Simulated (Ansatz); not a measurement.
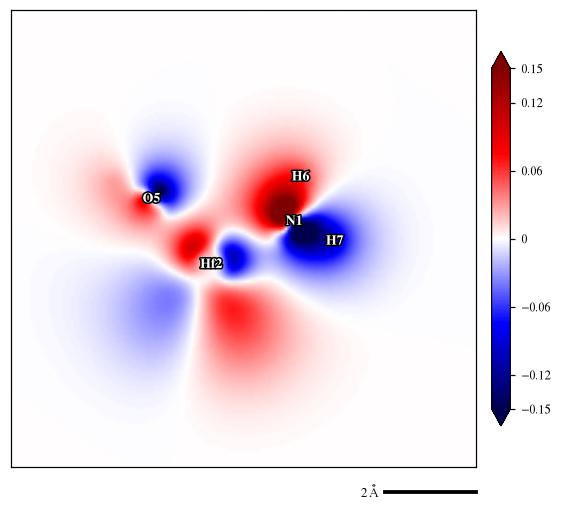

*H$_{6}$HfN$_{2}$O$_{2}$ (SMILES [NH2][Hf]([NH2])([OH])[OH]). The HOMO−1 on the plane of atoms N1, Hf2 and O5 (values in Å⁻³ᐟ²; the overall sign is arbitrary).*

Geometry: PBE0-D4/def2-TZVP; core potentials replace the inner electrons of Hf.

Method: RKS PBE0-D4/def2-TZVPP in Ansatz 0.2.0.

```yaml
atoms:
  - { symbol: N, position_ang: [-1.5969, 0.9729, 0.1334] }
  - { symbol: Hf, position_ang: [0.1476, -0.0122, -0.2778] }
  - { symbol: N, position_ang: [0.7519, -0.9090, 1.4581] }
  - { symbol: O, position_ang: [1.6290, 1.1410, -0.7652] }
  - { symbol: O, position_ang: [-0.3173, -1.2420, -1.7036] }
  - { symbol: H, position_ang: [-2.4247, 0.9584, -0.4446] }
  - { symbol: H, position_ang: [-1.7685, 1.5645, 0.9335] }
  - { symbol: H, position_ang: [1.6932, -0.8956, 1.8235] }
  - { symbol: H, position_ang: [0.1693, -1.4519, 2.0789] }
  - { symbol: H, position_ang: [2.0100, 1.9535, -1.0816] }
  - { symbol: H, position_ang: [-0.2937, -2.0795, -2.1544] }
```

What is the character of this orbital?

Answer. It lies mainly on N1 (about 35 %), N3 (about 35 %) and Hf2 (about 15 %). Its energy is −7.27 eV.
